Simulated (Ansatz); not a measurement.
# LaAs2Pd2: densities and their differences, part 2 of 2

Aim: see in LaAs2Pd2 how the density differs from that of free atoms, which states sit where, how expansion changes the bonding charge and how the density follows a moved atom. The geometry is as listed and is not relaxed.

Ansatz 0.2.0; DFT PBEsol, scalar-relativistic, plane waves, PAW. Earlier steps stand in the parts before.

### 5 The cell at 106 % of its volume

Fractional coordinates and the k mesh are kept.

Input file input.yaml:

```yaml
crystal:
  lattice:
    - [4.4151183524, 0.0, 0.0]
    - [0.0, 4.4151183524, 0.0]
    - [-2.2075591762, -2.2075591762, 5.323872488]
  atoms:
    - { symbol: La, position: [0.0, 0.0, 0.0] }
    - { symbol: As, position: [0.37958106, 0.37958106, 0.75916212] }
    - { symbol: As, position: [0.62041894, 0.62041894, 0.24083788] }
    - { symbol: Pd, position: [0.75, 0.25, 0.5] }
    - { symbol: Pd, position: [0.25, 0.75, 0.5] }
basis:
  ecutwfc: 420
  fft_grid_basis: typed
kpoints:
  mp_grid: { grid: [8, 8, 8] }
hamiltonian:
  xc: pbesol
scf:
  occupations: { method: gaussian, width: 0.05 }
output:
  forces: true
  stress: true
  eigenvalues: true
  bader: true
  write_density: true
  volumetric_format: npy
  elf: true
```

Run with:

```console
> ansatz run input.yaml --threads 2 --pin off --max-ram 4096MiB --backend cpu --events-out ev --progress --plain --runs-dir out
```

Log:

```text
Warning: RAYON_NUM_THREADS=2 ignored (pool sized by the plan → 2); use --threads N
Engine: ansatz 0.2.0, aarch64-unknown-linux-gnu
Pseudopotentials: kind: paw
Pseudopotential: La, paw, valence charge 11, recommended cutoff 420 eV (normal), La.paw.azcp
Pseudopotential: As, paw, valence charge 15, recommended cutoff 420 eV (normal), As.paw.azcp
Pseudopotential: Pd, paw, valence charge 18, recommended cutoff 420 eV (normal), Pd.paw.azcp
Functional definition: PBEsol
  exchange = pbesol_x
  correlation = pbesol_c
Crystal: 5 atoms, lattice volume = 103.780 Å³
Basis set: ecut = 420 eV, 2049 PW (Γ), exchange–correlation on 60×60×90 points (8 copies of the dense FFT grid, shifted against one another)
Bands: 47, of which v1, the nominal top of the filled ones, is band 39 counted from 1 (38 counted from 0)
Symmetry: 16 space group operations
Space group: I4/mmm (ITA 139), of the structure as read, at distance tolerance 4.7e-5 Å
k-points: 59 of 512
Non-local potential: La, projectors of the file, l = 0: 3, l = 1: 2, l = 2: 2, l = 3: 3
Non-local potential: As, projectors of the file, l = 0: 2, l = 1: 2, l = 2: 3, l = 3: 1
Non-local potential: Pd, projectors of the file, l = 0: 2, l = 1: 2, l = 2: 2, l = 3: 1
PAW form: soft (Blöchl's): semilocal exchange-correlation on the pseudo side does not see the compensation charge
PAW frozen core: La, regenerated for the run's functional, and the local potential with it (the file was generated under x = pbe(κ = 0.804, μ = 0.2195149727645171), c = pbe(β = 0.06672455060314922))
PAW frozen core: As, regenerated for the run's functional, and the local potential with it (the file was generated under x = pbe(κ = 0.804, μ = 0.2195149727645171), c = pbe(β = 0.06672455060314922))
PAW frozen core: Pd, regenerated for the run's functional, and the local potential with it (the file was generated under x = pbe(κ = 0.804, μ = 0.2195149727645171), c = pbe(β = 0.06672455060314922))
PAW one-centre angular grid: La, 590 points (default); XC on 64 Gauss nodes
PAW one-centre angular grid: As, 590 points (default); XC on 64 Gauss nodes
PAW one-centre angular grid: Pd, 590 points (default); XC on 64 Gauss nodes
Initial density: superposition of atomic densities (neutral atoms: chi_scale 0, normalization atom), corrected by the library's trained network
Initial wavefunctions: pseudopotential atomic-orbital guess
Functional: x = pbesol(κ = 0.804, μ = 0.12345679012345678), c = pbesol(β = 0.046)
SCF iter   1: F=—  HF=-29605.079130 eV  |F-HF|=—  |Δ(HF+E_count)|=         —  Δρ=7.02e-3  dr2=5.80e-2  ethr=1.77e-3  ⟨swp⟩=5.9  Hψ=9494  notcnv=0
preconditioner: auto → Resta (q_TF=auto, 2.596 Å⁻¹)  ε∞=10.3  [insulator: Δε(μ)=0.052 eV  Ē_g=7.450 eV  σ=0.050 eV  W_gap=0.51  n_scr=32 (ndim 8)  ℏωp=22.8 eV  f_vac=0.000  D(μ)=1.36/eV (n_scr^D=10)  ε∞_Penn≈10.3]
SCF iter   2: F=—  HF=-29605.069530 eV  |F-HF|=—  |Δ(HF+E_count)|=   9.60e-3  Δρ=2.52e-3  dr2=1.06e-2  ethr=7.53e-5  ⟨swp⟩=2.2  Hψ=5114  notcnv=0  defer=140
preconditioner: auto → Kerker (q_TF=auto, 2.596 Å⁻¹)  [metal: Δε(μ)=0.041 eV  Ē_g=7.537 eV  σ=0.050 eV  W_gap=0.41  n_scr=32 (ndim 8)  ℏωp=22.8 eV  f_vac=0.000  D(μ)=1.35/eV (n_scr^D=2)]
SCF iter   3: F=—  HF=-29605.068357 eV  |F-HF|=—  |Δ(HF+E_count)|=   1.17e-3  Δρ=1.23e-3  dr2=2.24e-3  ethr=1.37e-5  ⟨swp⟩=2.0  Hψ=3962  notcnv=0  defer=140
SCF iter   4: F=—  HF=-29605.067903 eV  |F-HF|=—  |Δ(HF+E_count)|=   4.54e-4  Δρ=2.39e-4  dr2=1.22e-4  ethr=2.91e-6  ⟨swp⟩=2.0  Hψ=4109  notcnv=0  defer=140
SCF iter   5: F=—  HF=-29605.067849 eV  |F-HF|=—  |Δ(HF+E_count)|=   5.38e-5  Δρ=1.47e-4  dr2=1.37e-5  ethr=1.59e-7  ⟨swp⟩=2.0  Hψ=4661  notcnv=0  defer=140
SCF iter   6: F=—  HF=-29605.067840 eV  |F-HF|=—  |Δ(HF+E_count)|=   9.50e-6  Δρ=2.65e-5  dr2=1.07e-6  ethr=1.78e-8  ⟨swp⟩=2.3  Hψ=4464  notcnv=0  defer=140
SCF iter   7: F=-29605.067840 eV  HF=-29605.067840 eV  |F-HF|=1.74e-8  |Δ(HF+E_count)|=   2.35e-8  Δρ=6.19e-6  dr2=5.35e-8  ethr=1.30e-10  ⟨swp⟩=7.8  Hψ=12757  notcnv=0
SCF 1 converged in 7 iterations: F = -29605.067840 eV  dr2 = 5.35e-8
SCF converged after 7 iterations
Free energy (F): -29605.067840 eV
Harris-Foulkes:  -29605.067840 eV  (|F-HF|=1.74e-8)
Internal energy: -29605.066224 eV  (E = F + TS)
E sigma→0 (E₀):  -29605.067032 eV
Entropy (-TS):   -0.001616 eV (-0.323 meV/atom)
Fermi energy:    14.255287 eV
--- Per-component energies (eV) ---
  E_band       = -863.955918
  E_kinetic    = 1423.089194
  E_local      = -8882.319838  (includes V_loc(G=0)·N_el)
  E_nonlocal   = -797.064128
  E_hartree    = 4193.980651
  E_xc         = -629.752818
  E_vxc        = -726.474485  (∫ρ·V_xc dr)
  E_paw        = -16288.857405  (= ΣΔE_a)
  E_vpaw       = -269.139777  (= ΣTr[D̂ρ^β])
  E_aug_tail   = 0.000397  (compensation charges beyond the density's cutoff)
  E_ewald      = -8626.849691
  E_core_change = 2.707415  (= ΣΔE_core)
  E_smearing   = -0.001616  (= −TS)
  E_closure    = 0.000000  (closes the sum)
  Σ components = -29605.067840   (vs F -29605.067840, Δ=0.00e0)
--- Forces (eV/Å), atoms counted from 1 ---
  atom   1  La    -0.00000000     0.00000000     0.00000000
  atom   2  As     0.00000000     0.00000000    -0.40280810
  atom   3  As    -0.00000000     0.00000000     0.40280810
  atom   4  Pd     0.00000000     0.00000000    -0.00000000
  atom   5  Pd     0.00000000     0.00000000     0.00000000
  max |Σ_I F_I| component: 4.16e-17 eV/Å
--- Stress (GPa, compression-positive) ---
       -8.987796       0.000000       0.000000
        0.000000      -8.987796       0.000000
        0.000000       0.000000      -8.332582
  P = ⅓ Tr σ = -8.7694 GPa (-87.694 kbar)
--- Band table (eV; the first three rows and the last of 59) ---
  k-point 0: bands = ["-70.1460", "-70.1398", "-35.9598", "-35.9497", "-35.9238", "-35.9238", "-35.8736", "-35.8736", "-21.8725", "-21.8228", "-21.8228", "-21.7969", "-21.7969", "-21.7936", "-21.7399", "-21.7384", "-21.7381", "-21.7352", "-18.7603", "-2.4562", "-2.3953", "-2.3953", "1.4843", "3.9352", "7.9069", "9.5915", "9.5915", "10.2510", "10.6774", "10.9731", "10.9731", "11.6600", "11.6912", "12.1875", "12.4764", "12.4764", "12.9903", "13.5752", "14.1888", "14.1888", "15.7226", "15.8662", "15.9012", "15.9063", "16.0033", "16.0033", "16.3476"]
  k-point 1: bands = ["-70.1460", "-70.1398", "-35.9598", "-35.9497", "-35.9238", "-35.9238", "-35.8736", "-35.8736", "-21.8725", "-21.8228", "-21.8228", "-21.7969", "-21.7969", "-21.7936", "-21.7401", "-21.7384", "-21.7379", "-21.7353", "-18.7601", "-2.4658", "-2.3949", "-2.3949", "1.5398", "3.8306", "8.0533", "9.5904", "9.5904", "10.2540", "10.5614", "10.9058", "10.9058", "11.5502", "11.8025", "12.1878", "12.4978", "12.4978", "12.9903", "13.7457", "14.3847", "14.3847", "15.7143", "15.8037", "15.8713", "15.9834", "16.0099", "16.0099", "16.3410"]
  k-point 2: bands = ["-70.1460", "-70.1398", "-35.9598", "-35.9497", "-35.9238", "-35.9238", "-35.8736", "-35.8736", "-21.8725", "-21.8228", "-21.8228", "-21.7969", "-21.7969", "-21.7936", "-21.7405", "-21.7382", "-21.7376", "-21.7354", "-18.7598", "-2.4883", "-2.3940", "-2.3940", "1.6839", "3.5910", "8.3466", "9.5915", "9.5915", "10.2613", "10.3624", "10.7470", "10.7470", "11.3365", "12.1401", "12.1881", "12.5785", "12.5785", "12.9903", "14.1115", "14.8677", "14.8677", "15.6251", "15.6898", "15.8856", "16.0229", "16.0302", "16.0302", "16.3154"]
  k-point 58: bands = ["-70.1429", "-70.1429", "-35.9545", "-35.9545", "-35.9295", "-35.9295", "-35.8690", "-35.8690", "-21.8724", "-21.8235", "-21.8235", "-21.7976", "-21.7976", "-21.7935", "-21.7398", "-21.7387", "-21.7371", "-21.7355", "-18.7396", "-2.5750", "-2.5750", "-2.4052", "2.0095", "3.9364", "8.8584", "8.8584", "9.7983", "10.4582", "10.4582", "10.8815", "10.9909", "10.9909", "11.4962", "11.8349", "11.8384", "12.3102", "12.3102", "13.3353", "13.3353", "14.3772", "15.7640", "15.7640", "15.8627", "15.8627", "15.9400", "15.9893", "16.0155"]
--- Bader charges: 5 sites ---
  site symbol  charge [e]  shift [e]
     0     La      1.5468     0.0000
     1     As     -0.3955     0.0001
     2     As     -0.3955     0.0001
     3     Pd     -0.3779     0.0001
     4     Pd     -0.3779     0.0001
  estimated error of the sums over rays = 6.7e-4 e
```

Wall time 23 s (2 threads of Arm Neoverse V2, shared host); peak memory 0.54 GiB.

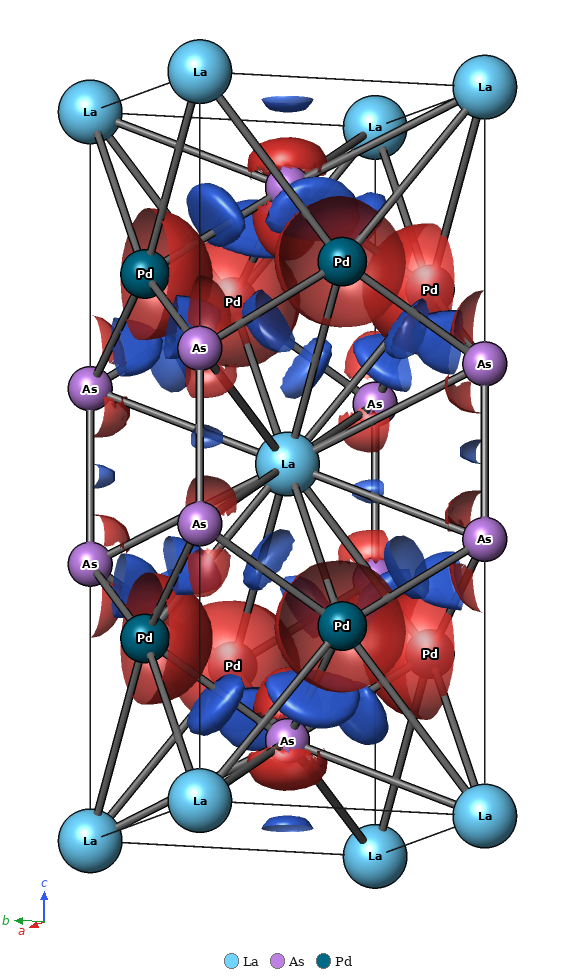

Deformation density (self-consistent density less superposed neutral spherical atoms): blue surfaces at +0.04 and red ones at −0.04 e/Å³, in the conventional cell seen at an oblique angle (the regions close to the nuclei are left out).

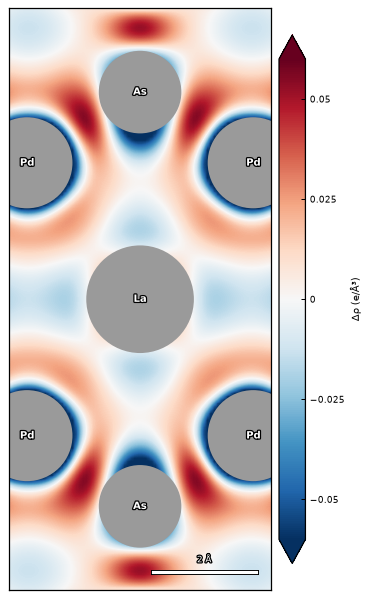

Second picture: a map on the (010) plane of the conventional cell, with grey discs over the atomic cores.

What does the deformation density say about the bonding?

As–As (2.56 Å): Δρ is +0.05 e/Å³ at the midpoint. As–Pd (2.60 Å): Δρ is +0.05 e/Å³ at the midpoint. As–La (3.38 Å): Δρ is about zero at the midpoint, with little build-up between the atoms. Outside the cores the largest gain is 0.05 e/Å³, 1.2 Å from an As nucleus, and the largest loss 0.07 e/Å³, at the edge of the Pd core regions. The rearranged charge, half the integral of |Δρ|, is about 0.24 e an atom. Bader charges: La +1.55, As −0.40 and Pd −0.38 e.

### 6 Moving As3 by 0.10 Å

The shift is (0.000, 0.100, 0.000) Å; all periodic copies of the atom move with it.

Input file input.yaml:

```yaml
crystal:
  lattice:
    - [4.3301910836, 0.0, 0.0]
    - [0.0, 4.3301910836, 0.0]
    - [-2.1650955418, -2.1650955418, 5.2214648256]
  atoms:
    - { symbol: La, position: [0.0, 0.0, 0.0] }
    - { symbol: As, position: [0.37958106, 0.37958106, 0.75916212] }
    - { symbol: As, position: [0.62041894, 0.6435126091, 0.24083788] }
    - { symbol: Pd, position: [0.75, 0.25, 0.5] }
    - { symbol: Pd, position: [0.25, 0.75, 0.5] }
basis:
  ecutwfc: 420
  fft_grid_basis: typed
kpoints:
  mp_grid: { grid: [8, 8, 8] }
hamiltonian:
  xc: pbesol
scf:
  occupations: { method: gaussian, width: 0.05 }
output:
  forces: true
  stress: true
  eigenvalues: true
  bader: true
  write_density: true
  volumetric_format: npy
```

Run with:

```console
> ansatz run input.yaml --threads 2 --pin off --max-ram 4096MiB --backend cpu --events-out ev --progress --plain --runs-dir out
```

Log, shortened:

```text
Warning: RAYON_NUM_THREADS=2 ignored (pool sized by the plan → 2); use --threads N
[...]
[... 5 set-up lines as earlier in the session ...]
[...]
Crystal: 5 atoms, lattice volume = 97.905 Å³
Basis set: ecut = 420 eV, 1905 PW (Γ), exchange–correlation on 60×60×90 points (8 copies of the dense FFT grid, shifted against one another)
Bands: 47, of which v1, the nominal top of the filled ones, is band 39 counted from 1 (38 counted from 0)
Symmetry: 2 space group operations
Space group: Cm (ITA 8), of the structure as read, at distance tolerance 4.6e-5 Å
k-points: 150 of 512 (time reversal used)
[...]
SCF converged after 8 iterations
Free energy (F): -29605.270801 eV
[...]
E sigma→0 (E₀):  -29605.270060 eV
Entropy (-TS):   -0.001481 eV (-0.296 meV/atom)
Fermi energy:    15.356090 eV
[...]
--- Forces (eV/Å), atoms counted from 1 ---
  atom   1  La     0.00000000     0.14487697    -0.01208423
  atom   2  As     0.00000000     0.06192516    -0.21215495
  atom   3  As     0.00000000    -0.56726371     0.16935814
  atom   4  Pd     0.00000000     0.44329211     0.07164706
  atom   5  Pd     0.00000000    -0.08283178    -0.01674553
[...]
--- Stress (GPa, compression-positive) ---
       -3.735350       0.000000       0.000000
        0.000000      -3.409427       0.704363
        0.000000       0.704363      -2.889613
  P = ⅓ Tr σ = -3.3448 GPa (-33.448 kbar)
--- Band table (eV; the first three rows and the last of 150) ---
[...]
--- Bader charges: 5 sites ---
  site symbol  charge [e]  shift [e]
     0     La      1.5097     0.0000
     1     As     -0.3701     0.0005
     2     As     -0.3677     0.0007
     3     Pd     -0.3868     0.0007
     4     Pd     -0.3851     0.0005
  estimated error of the sums over rays = 8.6e-4 e
```

It took 48 s on 2 threads of Arm Neoverse V2, shared host; peak memory 0.71 GiB.

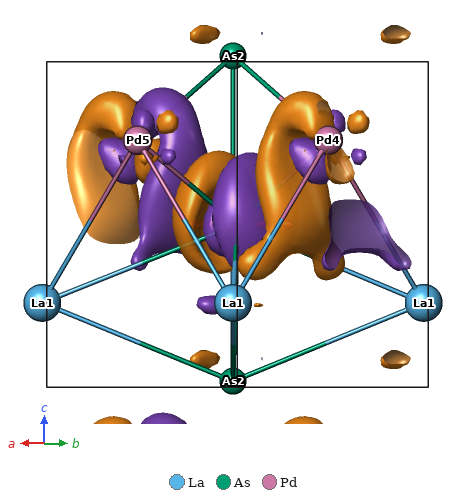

As3 was moved by 0.10 Å along [0 1 0] (arrow, not to scale). Change of the density less the rigid motion of the neutral atom's own density: orange surfaces at +0.004 and purple ones at −0.004 e/Å³, in the cell of the calculation (origin moved) seen along [110].

Describe the electronic response.

About 0.07 e is rearranged in the cell. The largest gain outside the cores, 0.01 e/Å³, lies at the edge of the As core regions, and the largest loss, 0.01 e/Å³, at the edge of the As core regions.

How strongly is the atom pulled back?

The force on it changes by 0.57 eV/Å along the move, against it: a stiffness of about 5.7 eV/Å² for this sublattice shift.

### 7 What came out

This closing draws on all 2 parts.

| quantity | value |
| --- | --- |
| gap on the mesh | none (metal) |
| pressure | -3.5 GPa |
| Bader charges | La +1.51, As -0.37, Pd -0.39 e |
| the states at the Fermi level | As 4p (35 %), Pd 4d (30 %) and La 5d (25 %) |
| at 106 % volume | -8.8 GPa, gap none (metal), Bader La +1.55, As -0.40, Pd -0.38 e |
| stiffness against the shift of As3 | 5.7 eV/Å² |

**Reading.** As–As goes from 2.52 to 2.56 Å with the volume, and the deformation density at its midpoint from +0.06 to +0.05 e/Å³. The runs treat La without spin-orbit coupling.
